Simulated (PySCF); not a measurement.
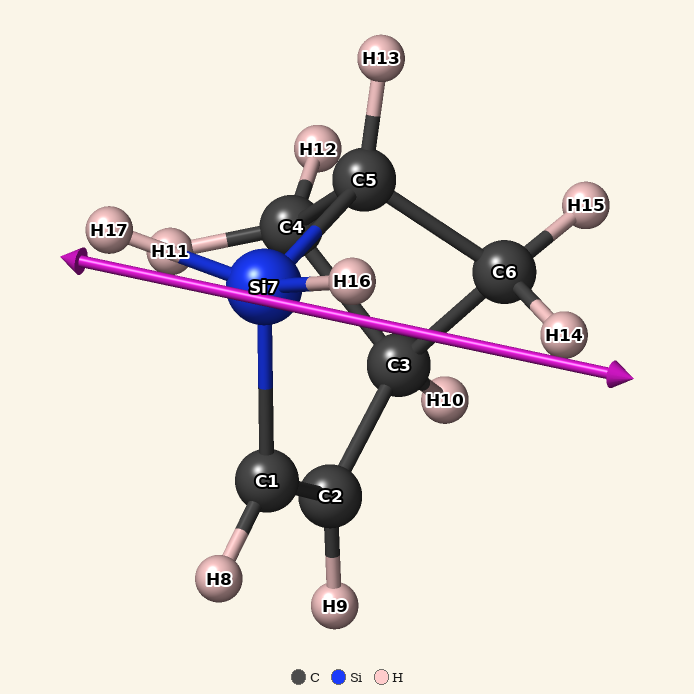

The double arrow shows the direction of the transition dipole to excited singlet state 4 (its length means nothing). Computed geometry: GFN2-xTB optimisation. No frequency run is at hand to confirm it as a minimum. Method: TDDFT B3LYP/def2-SVPD, vertical, gas phase, core orbitals frozen in the response (PySCF 2.14.0).

Give its energy, strength and character.

Answer. 6.57 eV (189 nm), oscillator strength 0.015, mainly HOMO → LUMO+1 (weight 0.96); transition dipole 0.78 D.

The geometry is semi-empirical. Around Si such bond lengths and angles can be off by a tenth of an ångström or more and by several degrees, and values that hang on the shape move with them.
